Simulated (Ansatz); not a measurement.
# Cl2GaH: the cost of one run

All numbers are computed with Ansatz 0.2.0, driven from Python. Level of theory: B3LYP/def2-SVP.

**1. Starting point**

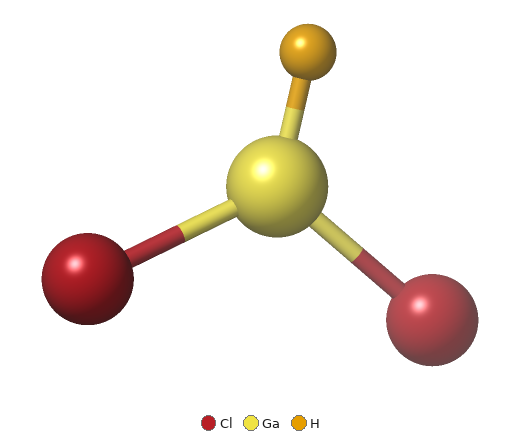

The structure that the script starts from, seen from a chosen angle (chlorine red, gallium yellow, hydrogen amber).

No structure file is read: the coordinates are typed or built in the script.

**2. The script**

Contents of run_adiabatic.py:

```python
"""Vertical and adiabatic ionisation of Cl2GaH."""

import logging
import sys
import warnings

import ansatz as az
import numpy as np

logging.basicConfig(stream=sys.stdout, format="%(name)s: %(message)s")
logger = logging.getLogger("run")
logger.setLevel(logging.INFO)

params = {
    "basis": "def2-SVP",
    "functional": "B3LYP",
    "net_charge": 1,
}

warnings.simplefilter("ignore", az.DeckWarning)

geometry_ang = [
    ("Cl", (-2.0908, -0.0886, -0.5927)),
    ("Ga", (0.1412, 0.1776, -0.0982)),
    ("Cl", (1.108, -1.5634, 0.843)),
    ("H", (0.8971, 1.4141, -0.1724)),
]
molecule = az.Crystal.molecule()
for symbol, xyz in geometry_ang:
    molecule = molecule.atom(symbol, xyz)

setup = molecule.calculation().basis(gaussian=params["basis"]).functional(params["functional"])
symbols = [site.symbol for site in molecule.cartesian_sites]
start = np.array([site.position_ang for site in molecule.cartesian_sites], dtype=float)
r = setup.relax(force_tolerance=0.01).run().report
end = np.array(r["positions_ang"])

minimum = az.Crystal.molecule()
for symbol, place in zip(symbols, end):
    minimum = minimum.atom(symbol, place.tolist())
ion = minimum.calculation()
ion = ion.basis(gaussian=params["basis"]).functional(params["functional"])
ion = ion.charge(params["net_charge"])
ion = ion.spin("collinear", total=1)
vertical = ion.run().report
settled = ion.relax(force_tolerance=0.01, max_steps=80).run().report
logger.info(f"vertical ionisation energy   {vertical['free_energy_ev'] - r['free_energy_ev']:.3f} eV")
logger.info(f"adiabatic, no zero point     {settled['free_energy_ev'] - r['free_energy_ev']:.3f} eV")
logger.info(f"relaxation energy of the ion {vertical['free_energy_ev'] - settled['free_energy_ev']:.3f} eV")
ionised = np.array(settled["positions_ang"])
logger.info("final positions (A) and the move of each atom")
for symbol, xyz, old in zip(symbols, ionised, end):
    logger.info(f"{symbol:2s} {xyz[0]:10.5f} {xyz[1]:10.5f} {xyz[2]:10.5f}   {np.linalg.norm(xyz - old):7.4f}")
```

**3. What the engine is handed**

The package turns the script's settings into the engine's input (first run):

```yaml
crystal:
  periodic: [false, false, false]
  atoms:
    - { symbol: Cl, position_ang: [-2.0908, -0.0886, -0.5927] }
    - { symbol: Ga, position_ang: [0.1412, 0.1776, -0.0982] }
    - { symbol: Cl, position_ang: [1.108, -1.5634, 0.843] }
    - { symbol: H, position_ang: [0.8971, 1.4141, -0.1724] }
basis:
  gaussian:
    orbitals: def2-SVP
hamiltonian:
  xc: b3lyp
relax:
  f_tol: 0.01
```

**4. Running it**

On the command line:

```console
$ python run_adiabatic.py
```

**Question.** How long does this script take on 1 thread of Arm Neoverse V1, shared host, and how much memory does it need?

About 2.1 min, with a peak of 0.31 GiB.
